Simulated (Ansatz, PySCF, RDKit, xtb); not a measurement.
# Solving SiOH+, step by step

Given the formula SiOH+ (charge +1) and nothing else, which arrangement of the atoms is the most stable in the gas at 298.15 K, and what are its properties?

Plan: many cheap relaxations first (GFN2-xTB), then density-functional screening, relaxation at PBE0-D3(BJ)/def2-SVP, vibrations and a final energy. The numbers are computed, not measured.

6 further runs of the same task are left out: 6 set aside as unsound or not needed.

### Step 1. Drawing up candidates

A program enumerates the bonding patterns with one Lewis structure each (two rings at most, one unusual centre or charged pair), with their diastereomers. O–O, O–halogen and N–halogen bonds and N–N–N chains are not drawn. That gives 3 candidates.

```csv
label,SMILES,spin
c796,[OH+]=[Si],triplet
c874,O=[SiH+],singlet
c935,[OH+]=[Si],singlet
```

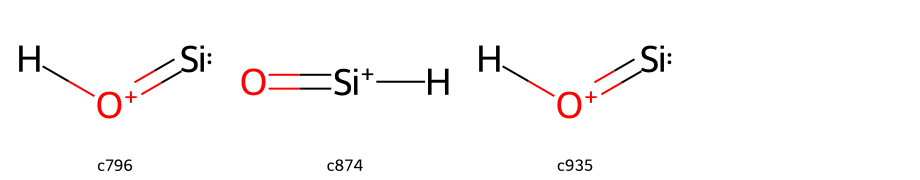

Structural formulas of the candidates.

Candidates are built by distance geometry, with a force field where one applies, in up to four conformers (letters a to d). 2 starts with atoms placed at random are added, to find patterns that the rules miss.

### Step 2. Cheap relaxation of all starts

All 5 starts are relaxed the same way. One of them, c874a (enumerated, embedded by distance geometry and UFF), in full:

Input file start.xyz:

```xyz
3
c874a
O      0.339863     0.307726     0.353179
Si    -1.003431     0.401420    -0.404464
H     -2.248612     0.552553    -1.136141
```

Launch:

```bash
$ xtb start.xyz --gfn 2 --opt --chrg 1
```

Output (excerpt; [...] marks lines left out):

```text
* xtb version 6.7.1
[...]
          :  # basis functions                  15          :
[...]
          :  # electrons                        10          :
[...]
          :  Hamiltonian                  GFN2-xTB          :
[...]
          :  net charge                          1          :
          :  unpaired electrons                  0          :
[...]
   *** convergence criteria satisfied after 12 iterations ***
[...]
   *** GEOMETRY OPTIMIZATION CONVERGED AFTER 5 ITERATIONS ***
[...]
   *** convergence criteria satisfied after 3 iterations ***
[...]
         ::                     SUMMARY                     ::
         :::::::::::::::::::::::::::::::::::::::::::::::::::::
         :: total energy              -5.860584697182 Eh    ::
         :: gradient norm              0.000169837749 Eh/a0 ::
         :: HOMO-LUMO gap              5.791417247457 eV    ::
         ::.................................................::
         :: SCC energy                -5.916155601756 Eh    ::
         :: -> isotropic ES            0.153912627222 Eh    ::
         :: -> anisotropic ES         -0.015078947644 Eh    ::
         :: -> anisotropic XC         -0.030401088476 Eh    ::
         :: -> dispersion             -0.000528535206 Eh    ::
         :: repulsion energy           0.055570904573 Eh    ::
         :: add. restraining           0.000000000000 Eh    ::
         :: total charge               1.000000000000 e     ::
         :::::::::::::::::::::::::::::::::::::::::::::::::::::
[...]
         5        2.0000           -0.7757848             -21.1102 (HOMO)
         6                         -0.5629542             -15.3188 (LUMO)
[...]
     #   Z          covCN         q      C6AA      α(0)
     1   8 O        0.771     0.029    14.748     5.147
     2  14 Si       1.693     0.695   171.688    27.855
     3   1 H        0.922     0.275     0.786     1.387
[...]
     #   Z sym  total        # sym  WBO       # sym  WBO       # sym  WBO
 ---------------------------------------------------------------------------
     1   8 O    2.733 --     2 Si   2.648
     2  14 Si   3.487 --     1 O    2.648     3 H    0.839
     3   1 H    0.924 --     2 Si   0.839
 ---------------------------------------------------------------------------
[...]
molecular dipole:
                 x           y           z       tot (Debye)
 q only:       -2.433       0.851      -1.092
   full:       -3.453       0.946      -1.679      10.052
molecular quadrupole (traceless):
[...]
          | TOTAL ENERGY               -5.860584697182 Eh   |
          | GRADIENT NORM               0.000169837749 Eh/α |
          | HOMO-LUMO GAP               5.791417247457 eV   |
           -------------------------------------------------
[...]
```

Wall time 0.37 s (1 thread of Intel Xeon at 2.50GHz (Skylake/Cascade Lake), shared host).

### Step 3. Distinct minima at GFN2-xTB

5 of the 5 relaxations converged; 2 ended on a minimum already found. 3 distinct structures remain:

```csv
label,start,SMILES after,spin,energy (kcal/mol)
c129,random and drawn,[OH+]=[Si],singlet,0.0
c874a,drawn,O=[SiH+],singlet,8.5
c796a,drawn,[OH+]=[Si],triplet,111.1
```

GFN2-xTB has no spin polarisation, so it can't rank spin states and is rough for open shells.

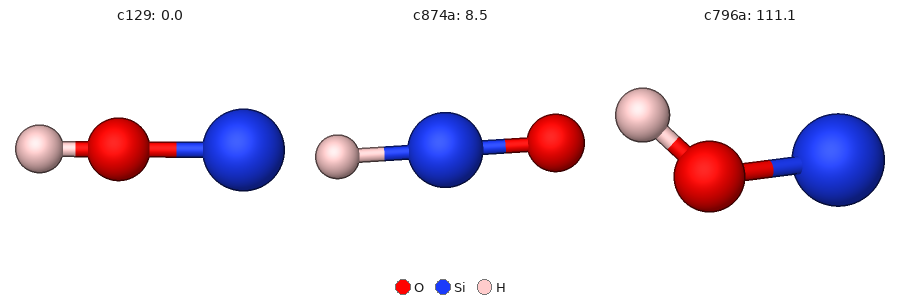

The 3 lowest minima that did not fall apart, with their GFN2-xTB energies in kcal/mol.

### Step 4. Second filter: single points

A choice of the minima (the low ones first, few conformers of a pattern, up to a cap) and the lowest that fell apart get a single point at r2SCAN-D4/def2-SVP on the tight-binding geometry, and one at HF/STO-3G for comparison. The lowest singlets are also tried as triplets at the same geometry (label ending in t). The first, c129:

Input file input.yaml:

```yaml
crystal:
  periodic: [false, false, false]
  atoms:
    - {symbol: O, position_ang: [-0.742398, 0.654709, -0.690075]}
    - {symbol: Si, position_ang: [0.529377, -0.182177, -0.828233]}
    - {symbol: H, position_ang: [-1.548220, 1.184857, -0.602302]}
basis:
  gaussian:
    orbitals: def2-SVP
total_charge: 1
scf:
  lower_state_search: off
hamiltonian:
  xc: {name: r2SCAN}
  dispersion: d4
```

Launch:

```bash
$ ansatz run input.yaml --threads 1 --pin off --max-ram 2610MiB --events-out events.jsonl --progress --plain --runs-dir runs
```

Output (excerpt; [...] marks lines left out):

```text
Warning: RAYON_NUM_THREADS=1 ignored (pool sized by the plan → 1); use --threads N
Functional definition: r2SCAN
  name "r2SCAN"
[...]
397 factors; their error is unknown
[...]
mean field -9927.02086054 eV, -364.8112878483 hartree, gradient 3.1e-6 eV, S^2 0.000000; 0 other end points of the search recorded, 0 dependent functions left out
reference -9927.02086828 eV, -364.8112881330 hartree; 11, 11 occupied and 26, 26 virtual orbitals, 397 factors
Total energy: -9927.02595527 eV, -364.8114750764 hartree
Checks for a lower state left out: stability, starts, cluster_reference, orbital_swaps, neighbouring_geometries, increment
```

It took 2.8 s on 1 thread of Intel Xeon at 2.50GHz (Skylake/Cascade Lake), shared host; peak memory 0.1 GiB.

Relative energies in kcal/mol, each column from its lowest structure that stays in one piece:

```csv
label,SMILES,spin,GFN2-xTB,HF/STO-3G,r2SCAN-D4/def2-SVP
c129,[OH+]=[Si],singlet,0.0,0.0,0.0
c874a,O=[SiH+],singlet,8.5,87.9,63.6
c796a,[OH+]=[Si],triplet,111.1,90.8,93.7
c874at,O=[SiH+],triplet,–,–,176.9
```

### Step 5. Refinement at PBE0-D3(BJ)/def2-SVP

3 candidates are relaxed at PBE0-D3(BJ)/def2-SVP (chosen among the lowest in one piece, with other spins of them). The first, c129:

Edit input.yaml of step 4 so:

```diff
@@ -7,9 +7,7 @@
 basis:
-  gaussian:
-    orbitals: def2-SVP
+  gaussian: {orbitals: def2-SVP}
 total_charge: 1
-scf:
-  lower_state_search: off
-hamiltonian:
-  xc: {name: r2SCAN}
-  dispersion: d4
+magnetization: {spin_polarized: false, initial_magnetization: 0}
+hamiltonian: {xc: {name: PBE0}, dispersion: d3bj}
+scf: {lower_state_search: "off"}
+relax: {f_tol: 0.003}
```

Launch:

```bash
$ ansatz run input.yaml --threads 1 --pin off --max-ram 2610MiB --events-out events.jsonl --progress --plain --runs-dir runs
```

Output (excerpt; [...] marks lines left out):

```text
Warning: RAYON_NUM_THREADS=1 ignored (pool sized by the plan → 1); use --threads N
[...]
Functional definition: PBE0
  name "PBE0"
[...]
365 factors; integrals over basis functions are off by at most 4.0e-4 eV
[...]
mean field -9923.35965245 eV, -364.6767409326 hartree, gradient 6.6e-6 eV, S^2 0.000000; 0 other end points of the search recorded, 0 dependent functions left out
[...]
reference -9923.35967218 eV, -364.6767416580 hartree; 11, 11 occupied and 26, 26 virtual orbitals, 365 factors
relax step   1: F+E_penalty+E_count = -9923.38570651 eV  Δ(F+E_penalty+E_count) = +0.000e0 eV  max|allowed force component| = 1.343e0 eV/Å  Δτ_max = 0.0000 Å  (13 SCF iters, accepted)
[...]
relax step   3: F+E_penalty+E_count = -9923.40936221 eV  Δ(F+E_penalty+E_count) = -5.800e-3 eV  max|allowed force component| = 3.426e-2 eV/Å  Δτ_max = 0.0096 Å  (14 SCF iters, accepted)
[...]
relax step   4: F+E_penalty+E_count = -9923.40937931 eV  Δ(F+E_penalty+E_count) = -1.711e-5 eV  max|allowed force component| = 6.199e-4 eV/Å  Δτ_max = 0.0005 Å  (9 SCF iters, accepted)
Total energy: -9923.40939909 eV, -364.6785690882 hartree
Atom 0 at    -0.750721     0.660176    -0.689151 Å, force    -0.000620     0.000291     0.000296 eV/Å
Atom 1 at     0.546117    -0.193189    -0.830060 Å, force     0.000609    -0.000356    -0.000154 eV/Å
Atom 2 at    -1.556638     1.190402    -0.601398 Å, force     0.000011     0.000065    -0.000142 eV/Å
Dipole moment:     0.031922    -0.021049    -0.003384 e Å
Checks for a lower state left out: stability, starts, cluster_reference, orbital_swaps, neighbouring_geometries, increment
```

It took 7.6 s on 1 thread of Intel Xeon at 2.50GHz (Skylake/Cascade Lake), shared host; peak memory 0.1 GiB.

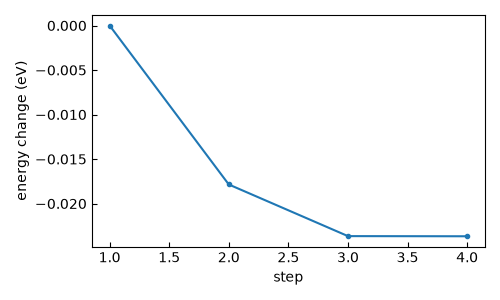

Energy along the run, all evaluated steps.

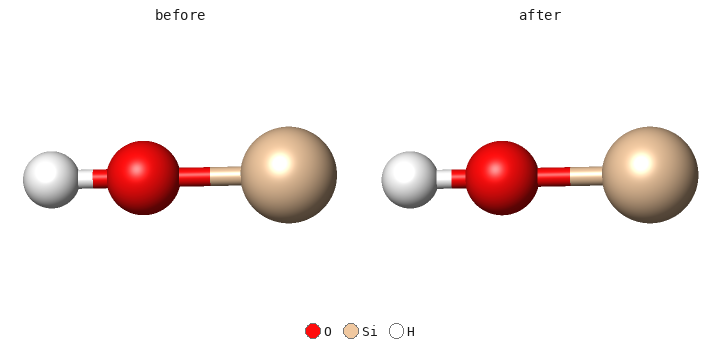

Before and after, at one scale.

After the run. Bond lengths: O1–Si2 1.559 Å, O1–H3 0.969 Å. Angles: Si2–O1–H3 180.0°.

### Step 6. Ranking at PBE0-D3(BJ)/def2-SVP

```csv
label,spin,r2SCAN-D4/def2-SVP (kcal/mol),"PBE0-D3(BJ)/def2-SVP, relaxed (kcal/mol)",time
c129,singlet,0.0,0.0,7.6 s
c874a,singlet,63.6,68.6,7 s
c796a,triplet,93.7,98.2,25 s
```

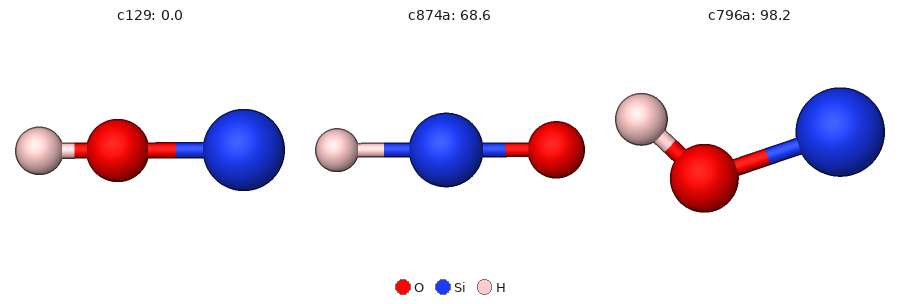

The relaxed structures, with energies at PBE0-D3(BJ)/def2-SVP in kcal/mol.

### Step 7. Are they minima? Harmonic frequencies

The lowest few in one piece go on as finalists. Harmonic vibrations at PBE0-D3(BJ)/def2-SVP test each finalist and give the zero-point energy and the thermal terms. The first, c129:

Input file input.yaml:

```yaml
crystal:
  periodic: [false, false, false]
  atoms:
    - symbol: O
      position_ang: [0.000000, 0.000000, -0.196708]
    - symbol: Si
      position_ang: [0.000000, 0.000000, 1.362098]
    - symbol: H
      position_ang: [0.000000, 0.000000, -1.165389]
basis:
  gaussian: {orbitals: def2-SVP}
total_charge: 1
hamiltonian: {xc: pbe0, dispersion: d3bj}
scf: {lower_state_search: off}
phonons: {}
```

Launch:

```bash
$ ansatz run input.yaml --threads 1 --pin off --max-ram 2610MiB --events-out events.jsonl --progress --plain --runs-dir runs
```

Output (excerpt; [...] marks lines left out):

```text
Warning: RAYON_NUM_THREADS=1 ignored (pool sized by the plan → 1); use --threads N
[... 2 set-up lines as earlier in the session ...]
[...]
367 factors; integrals over basis functions are off by at most 3.1e-4 eV
[...]
mean field -9923.38337283 eV, -364.6776126405 hartree, gradient 2.7e-7 eV, S^2 0.000000; 0 other end points of the search recorded, 0 dependent functions left out
[...]
reference -9923.38339260 eV, -364.6776133673 hartree; 11, 11 occupied and 26, 26 virtual orbitals, 367 factors
[...]
367 factors; integrals over basis functions are off by at most 3.1e-4 eV
mean field -9923.38336658 eV, -364.6776124110 hartree, gradient 1.3e-6 eV, S^2 0.000000; 0 other end points of the search recorded, 0 dependent functions left out
[...]
reference -9923.38338636 eV, -364.6776131378 hartree; 11, 11 occupied and 26, 26 virtual orbitals, 367 factors
[...]
367 factors; integrals over basis functions are off by at most 3.1e-4 eV
[...]
reference -9923.38322751 eV, -364.6776073003 hartree; 11, 11 occupied and 26, 26 virtual orbitals, 367 factors
[...]
367 factors; integrals over basis functions are off by at most 3.2e-4 eV
mean field -9923.38321621 eV, -364.6776068849 hartree, gradient 1.0e-6 eV, S^2 0.000000; 0 other end points of the search recorded, 0 dependent functions left out
[...]
reference -9923.38323600 eV, -364.6776076122 hartree; 11, 11 occupied and 26, 26 virtual orbitals, 367 factors
Total energy: -9923.40939910 eV, -364.6785690885 hartree
Atom 0 at     0.000000     0.000000    -0.196708 Å, force     0.000000    -0.000000    -0.000700 eV/Å
Atom 1 at     0.000000     0.000000     1.362098 Å, force    -0.000000     0.000000     0.000701 eV/Å
Atom 2 at     0.000000     0.000000    -1.165389 Å, force    -0.000000     0.000000    -0.000001 eV/Å
Dipole moment:    -0.000000    -0.000000     0.038386 e Å
Vibrations: 491.88 491.88 1123.61 3849.35 cm⁻¹, zero-point energy 0.369270 eV
Checks for a lower state left out: stability, starts, cluster_reference, orbital_swaps, neighbouring_geometries, increment
```

Wall time 24 s (1 thread of Intel Xeon at 2.50GHz (Skylake/Cascade Lake), shared host); peak memory 0.14 GiB.

### Step 8. Thermal terms of the finalists

At 298.15 K and 1 atm, ideal gas, rigid rotor and harmonic oscillator:

```csv
label,SMILES,spin,point group,lowest mode (cm⁻¹),zero-point (kcal/mol),G − E (kcal/mol)
c129,[OH+]=[Si],singlet,C∞v,492,8.5,-4.7
c874a,O=[SiH+],singlet,C∞v,468,6.5,-6.7
c796a,[OH+]=[Si],triplet,Cs,830,7.8,-7.0
```

### Step 9. Energies at the top level

Each finalist gets a single point at CCSD(T)/def2-QZVPP.

c129, CCSD(T)/def2-QZVPP:

Input file input.yaml:

```yaml
crystal:
  periodic: [false, false, false]
  atoms:
    - {symbol: O, position_ang: [0.000000, 0.000000, -0.196708]}
    - {symbol: Si, position_ang: [0.000000, 0.000000, 1.362098]}
    - {symbol: H, position_ang: [0.000000, 0.000000, -1.165389]}
basis:
  gaussian: {orbitals: def2-QZVPP.json}
total_charge: 1
correlation: {method: ccsd_t, frozen_orbitals: {Si: 5, O: 1, H: 0}}
```

The basis set def2-QZVPP is read from a file made from the Basis Set Exchange's data (not shown).

Launch:

```bash
$ ansatz run input.yaml --threads 1 --pin off --max-ram 2610MiB --events-out events.jsonl --progress --plain --runs-dir runs
```

Output (excerpt; [...] marks lines left out):

```text
Warning: RAYON_NUM_THREADS=1 ignored (pool sized by the plan → 1); use --threads N
Functional definition: HF
  name "HF"
[...]
953 factors; integrals over basis functions are off by at most 1.3e-3 eV
[...]
mean field -9909.99842198 eV, -364.1857247696 hartree, gradient 3.3e-6 eV, S^2 0.000000; 0 other end points of the search recorded, 0 dependent functions left out
6 core orbitals not correlated: weight in the atoms' cores, before any rotation towards them, 1.000 or more for the frozen orbitals, at most 0.000 for the correlated occupied ones
reference -9909.99842198 eV, -364.1857247696 hartree; 5, 5 occupied and 146, 146 virtual orbitals, 953 factors
second order -9.15601796 eV of doubles, -0.00000000 eV of singles
cycle   1  -9.06325217 eV  change    9.3e-2 eV  update   8.3e-2
[...]
cycle  10  -9.39742264 eV  change    2.5e-6 eV  update   3.1e-6
perturbative correction -0.38150477 eV, -0.0140200417 hartree
Total energy: -9919.77734939 eV, -364.5450937235 hartree
```

Wall time 36 s (1 thread of Intel Xeon at 2.50GHz (Skylake/Cascade Lake), shared host); peak memory 0.78 GiB.

### Step 10. c874a at CCSD(T)/def2-QZVPP

Input file input.yaml:

```yaml
crystal:
  periodic: [false, false, false]
  atoms:
    - {symbol: O, position_ang: [0.000000, 0.000000, -1.493844]}
    - {symbol: Si, position_ang: [0.000000, 0.000000, 0.004419]}
    - {symbol: H, position_ang: [0.000000, 0.000000, 1.489425]}
basis:
  gaussian:
    orbitals: def2-QZVPP.json
correlation:
  method: ccsd_t
  frozen_orbitals: {Si: 5, O: 1, H: 0}
total_charge: 1
```

The basis set def2-QZVPP is read from a file made from the Basis Set Exchange's data (not shown).

Launch:

```bash
$ ansatz run input.yaml --threads 1 --pin off --max-ram 2610MiB --events-out events.jsonl --progress --plain --runs-dir runs
```

Output (excerpt; [...] marks lines left out):

```text
Warning: RAYON_NUM_THREADS=1 ignored (pool sized by the plan → 1); use --threads N
[... 2 set-up lines as earlier in the session ...]
[...]
946 factors; integrals over basis functions are off by at most 1.2e-3 eV
[...]
mean field -9906.56724495 eV, -364.0596313393 hartree, gradient 4.5e-6 eV, S^2 0.000000; 2 other end points of the search recorded, 0 dependent functions left out
6 core orbitals not correlated: weight in the atoms' cores, before any rotation towards them, 1.000 or more for the frozen orbitals, at most 0.000 for the correlated occupied ones
reference -9906.56724495 eV, -364.0596313393 hartree; 5, 5 occupied and 146, 146 virtual orbitals, 946 factors
second order -9.98950237 eV of doubles, -0.00000000 eV of singles
cycle   1  -9.28280631 eV  change    7.1e-1 eV  update   1.5e-1
[...]
cycle  13  -9.85079932 eV  change   -2.2e-6 eV  update   1.1e-6
perturbative correction -0.55766953 eV, -0.0204939772 hartree
Total energy: -9916.97571379 eV, -364.4421355144 hartree
```

Wall time 52 s (1 thread of Intel Xeon at 2.50GHz (Skylake/Cascade Lake), shared host); peak memory 0.77 GiB.

### Step 11. The ranking

Energies in kcal/mol from c129; G adds the thermal terms to the CCSD(T)/def2-QZVPP energy. The columns left of the relaxed level are at the tight-binding geometries.

```csv
label,SMILES,spin,HF/STO-3G,r2SCAN-D4/def2-SVP,PBE0-D3(BJ)/def2-SVP,HF/def2-QZVPP,MP2/def2-QZVPP,CCSD(T)/def2-QZVPP,G,share at equilibrium,T1
c129,[OH+]=[Si],singlet,0.0,0.0,0.0,0.0,0.0,0.0,0.0,100.0 %,0.017
c874a,O=[SiH+],singlet,87.9,63.6,68.6,79.1,59.9,64.6,62.6,< 0.1 %,0.030
c796a,[OH+]=[Si],triplet,90.8,93.7,98.2,83.0,99.7,102.1,99.9,< 0.1 %,0.027
```

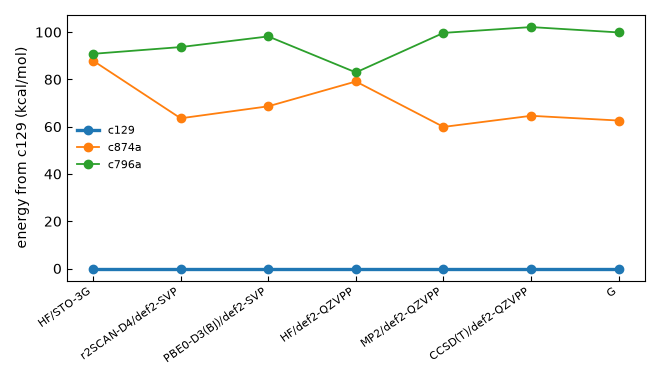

The finalists at each level, measured from c129.

Lowest found: c129, `[OH+]=[Si]`, a singlet of point group C∞v. Bond lengths: O1–Si2 1.559 Å, O1–H3 0.969 Å. Angles: Si2–O1–H3 180.0°.

```xyz
3

O     0.0000    0.0000   -0.1967
Si    0.0000    0.0000    1.3621
H     0.0000    0.0000   -1.1654
```

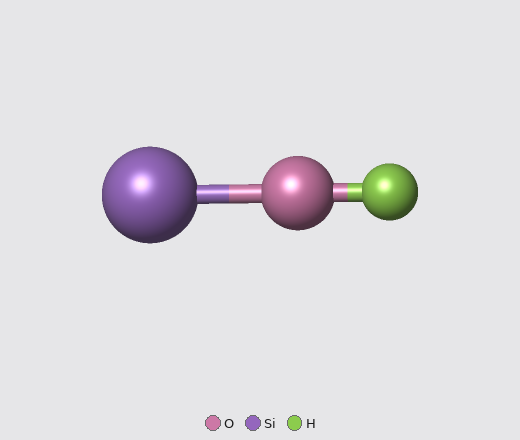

The lowest structure found, seen from a chosen angle (oxygen pink, silicon purple, hydrogen green).

### Step 12. Density, orbitals and dipole (PBE0/def2-TZVPD)

Input file input.yaml:

```yaml
crystal:
  periodic: [false, false, false]
  atoms:
    - {symbol: O, position_ang: [0.000000, 0.000000, -0.196708]}
    - {symbol: Si, position_ang: [0.000000, 0.000000, 1.362098]}
    - {symbol: H, position_ang: [0.000000, 0.000000, -1.165389]}
basis:
  gaussian:
    orbitals: def2-TZVPD
total_charge: 1
hamiltonian:
  xc: pbe0
output: {forces: true, orbitals: {seedname: orbitals}}
```

Launch:

```bash
$ ansatz run input.yaml --threads 1 --pin off --max-ram 2610MiB --events-out events.jsonl --progress --plain --runs-dir runs
```

Output (excerpt; [...] marks lines left out):

```text
Warning: RAYON_NUM_THREADS=1 ignored (pool sized by the plan → 1); use --threads N
[... 2 set-up lines as earlier in the session ...]
[...]
531 factors; their error is unknown
[...]
mean field -9928.72559668 eV, -364.8739357459 hartree, gradient 2.1e-5 eV, S^2 0.000000; 0 other end points of the search recorded, 0 dependent functions left out
[...]
reference -9928.72562134 eV, -364.8739366524 hartree; 11, 11 occupied and 81, 81 virtual orbitals, 531 factors
Total energy: -9928.72562134 eV, -364.8739366524 hartree
Atom 0 at     0.000000     0.000000    -0.196708 Å, force    -0.000000    -0.000000     0.804216 eV/Å
Atom 1 at     0.000000     0.000000     1.362098 Å, force     0.000000     0.000000    -1.001918 eV/Å
Atom 2 at     0.000000     0.000000    -1.165389 Å, force     0.000000     0.000000     0.197702 eV/Å
Dipole moment:     0.000000    -0.000000     0.071217 e Å
```

Run time: 3.9 s. Hardware: 1 thread of Intel Xeon at 2.50GHz (Skylake/Cascade Lake), shared host; peak memory 0.16 GiB.

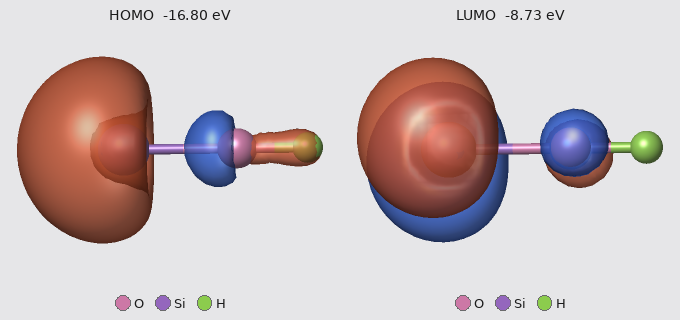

Frontier orbitals of this run, surfaces at ±0.2 Å^-3/2.

(Part 1 of 2 ends here.)
